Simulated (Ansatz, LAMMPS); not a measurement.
# Ga2O3 with crystalline order left by the classical run (100 atoms): where an added charge goes: runs compared

Aim: add and remove one electron in Ga2O3 with crystalline order left by the classical run (100 atoms), with atoms held and relaxed, and read trapping energy and localisation.

Computed with Ansatz 0.2.0: Kohn-Sham DFT, PBE, PAW (set soft_1), plane waves.

## 1. The cell as built

The cell holds 100 atoms: 40 Ga and 60 O. Cell: a = 10.044 Å, b = 10.044 Å, c = 10.044 Å, α = 90.0°, β = 90.0°, γ = 90.0°. 100 atoms (40 Fe, 60 O) placed at random at 4.44 g/cm³, melted at 5000 K for 10 ps at fixed volume with the Morse and Coulomb pair potential with partial charges (Pedone, Malavasi, Menziani, Cormack and Segre, J. Phys. Chem. B 110, 11780 (2006)). Quenched from 5000 K to 300 K at 100 K/ps and fixed volume, held 10 ps at zero pressure, then minimised at fixed cell. Then Fe was replaced by Ga and the cell scaled by 1.003 (the potential has no terms for the new elements, so the cell is a start for a DFT relaxation).

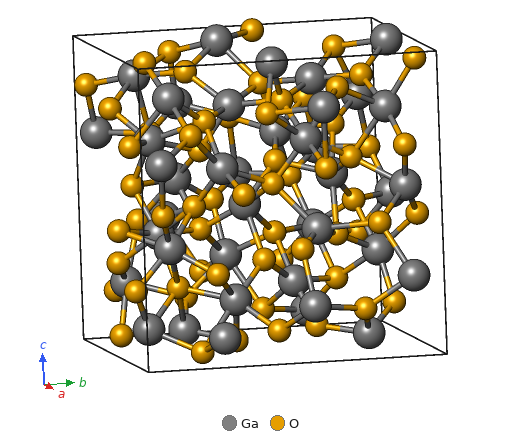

The cell as built. Some periodic images of atoms are drawn too.

Limits known from the start: The quench rate of 100 K/ps far exceeds what a furnace or splat quench reaches, so expect more defects and frozen-in strain than in a real sample. The network of bonds at the start is that of the classical potential that made the cell, and needn't be the one that DFT or experiment would give. The Brillouin zone is sampled at Γ only, in a cell whose shortest periodic width is 10 Å.

## 2. The reference run

The reference is a single point at the end of the relaxation.

The charged cells start from the geometry of this run, on a uniform background, with spin and a narrow Fermi–Dirac smearing.

Its input, with most atom lines left out:

```yaml
crystal:
  lattice:
    - [10.04407, 0.0, 0.0]
    - [0.0, 10.04407, 0.0]
    - [0.0, 0.0, 10.04407]
  atoms:
    - { symbol: Ga, position: [0.75845, 0.12524, 0.37247] }
    - { symbol: Ga, position: [0.74661, 0.33085, 0.59551] }
    - { symbol: Ga, position: [0.24024, 0.70004, 0.08159] }
    - { symbol: Ga, position: [0.49667, 0.88856, 0.30133] }
    - { symbol: Ga, position: [0.48785, 0.73868, 0.56346] }
    - { symbol: Ga, position: [0.50358, 0.6163, 0.20185] }
    - { symbol: Ga, position: [0.24953, 0.43793, 0.97508] }
    [... atom lines 8 to 100 left out ...]
kpoints:
  mp_grid: { grid: [1, 1, 1] }
hamiltonian:
  xc: pbe
  pseudopotentials: { kind: paw, azcp: { folder: soft_1 } }
scf:
  occupations: { method: fixed }
output:
  forces: true
  stress: true
  populations: true
  dos:
    method: { smearing: { sigma: 0.08 } }
    de: 0.1
    projected: { site_lists: { Ga: [Ga], O: [O] } }
  eigenvalues: true
  write_density: true
  write_potential: true
  volumetric_format: npy
  elf: true
```

| Quantity | Value |
| --- | --- |
| free energy per atom | -1853.8325 eV/atom |
| r.m.s. force component | 0.00914 eV/Å |
| pressure | 8.688 GPa |

Filled and empty levels are parted by 1.81 eV (at Γ alone); a semilocal functional tends to put such gaps too low. In a disordered cell it changes from sample to sample, and tail or defect levels can set it.

## 3. The runs

Each row is one run, on 4 threads of Arm Neoverse V1, shared host. The free energy is the program's total, comparable only between runs with the same functional, potentials and atoms; between charge states it hangs on the program's zero of potential.

```csv
run,atoms,outcome,"ionic steps, all passes",free energy (eV),time,host memory (GiB)
Single point at the start,100,converged,-,-185380.928,27 s,1.6
Relaxation,100,converged,15,-185383.251,4.5 min,1.6
Single point at the relaxed geometry,100,converged,-,-185383.251,40 s,1.7
"An extra electron, atoms held",100,converged,-,-185372.458,94 s,2.9
"An extra electron, atoms relaxed",100,converged,2,-185372.463,2.6 min,2.8
"An extra electron, levels at the relaxed geometry",100,converged,-,-185372.463,95 s,2.8
Neutral at the geometry of the electron,100,converged,-,-185383.250,36 s,1.7
"An extra hole, atoms held",100,converged,-,-185392.075,2.5 min,2.8
"An extra hole, atoms relaxed",100,converged,9,-185392.250,8.3 min,2.8
"An extra hole, levels at the relaxed geometry",100,converged,-,-185392.250,88 s,2.9
Neutral at the geometry of the hole,100,converged,-,-185382.767,37 s,1.7
```

In some runs the program notes that starting moments were not kept.

A closer look about O76, which holds the most spin of the extra hole after relaxation: 8 atoms, nearest first, numbered in the order of the input, with positions taken from that point.

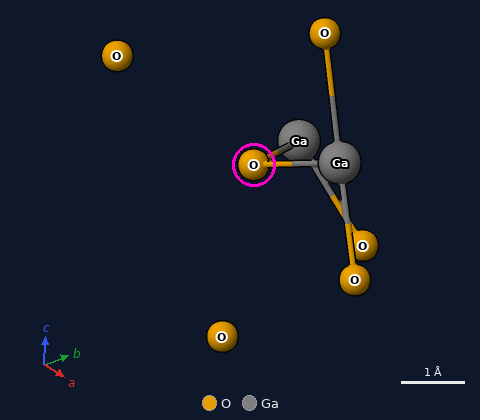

The atoms of the table, within 2.9 Å (arrows a, b, c point along x, y, z); some may hide others; the central atom is ringed.

```
atom      x      y      z  distance (Å)  Löwdin charge (e)  moment (μB)
 O76   0.00   0.00   0.00          0.00              -0.51         0.39
Ga15   1.68   0.36   0.71          1.86               1.07         0.00
Ga13  -0.85   1.65  -0.45          1.91               1.08         0.00
 O47   0.85   0.59   2.61          2.81              -0.65         0.03
 O82   2.68  -0.02  -0.86          2.82              -0.64         0.01
 O74  -2.40  -0.96   1.17          2.83              -0.66         0.05
 O97   0.39  -0.76  -2.73          2.86              -0.57         0.23
 O87   0.38   2.08  -1.93          2.86              -0.63         0.01
```

## 4. Energies and spread of the extra charge

Energies are differences within one cell and functional; the shift is the gain plus the neutral cell's energy at the new geometry, that is how much cheaper the vertical process becomes there. The spread is the participation number of the site moments (1/Σw², over the spin inside atomic spheres), with the atom that holds the largest share and the spin that the spheres hold in all.

```csv
carrier,"charged less neutral, atoms held (eV)",gain on relaxing (eV),"neutral cell at that geometry, less the reference (eV)",shift of the vertical energy (eV),"spread, atoms held","spread, relaxed"
electron,10.793,0.005,0.001,0.006,-,-
hole,-8.824,0.175,0.484,0.659,22; O76 12 % of 0.90 μB,4; O76 44 % of 0.89 μB
```

## 5. Findings

The extra electron gains 0.0046 eV as the atoms relax: so small a gain shows no trapping at this level. The cell with the electron keeps a moment of only 0.00 μB where one unpaired electron should give 1 μB: the carrier is shared between both spins, which can hide trapping. The extra hole gains 0.17 eV as the atoms relax, and its spin goes from about 22 to 4 atoms: a partial localisation as the atoms move, with the largest share on O76. The O76–O82 distance goes from 2.95 to 2.82 Å. Adding the two vertical energies gives 1.97 eV, against a gap of 1.81 eV in the neutral cell. The zero of the potential cancels in this sum; the excess isn't taken apart here: charging of a small cell, filling of bands on a coarse mesh and the attraction to the background can all enter.

Caveats: Single energies of charged cells hang on the program's zero of potential. In the spin-polarised runs the search for a state of lower energy was switched off. No distortion was seeded, so a trapped state behind a barrier can't be found. Local and semilocal functionals favour spread-out charges, so trapping can be missed. The stress is far from hydrostatic: its diagonal is 1.1, 12.5, 12.5 GPa, compression counted positive. The pressure of 8.7 GPa shows the cell to be compressed for this functional. Charged cells carry a uniform background, with no correction for images.

The DFT runs together took 25 min of wall time.

[Logs are printed without paths, hosts, clocks, repeated set-up lines and the standing remarks that a program may print on its own settings, such as how far it seeks lower states.]

[Hosts, paths, dates, database ids (printed as entryN), source tags and the programs' standing remarks are cut or masked in the printed files.]
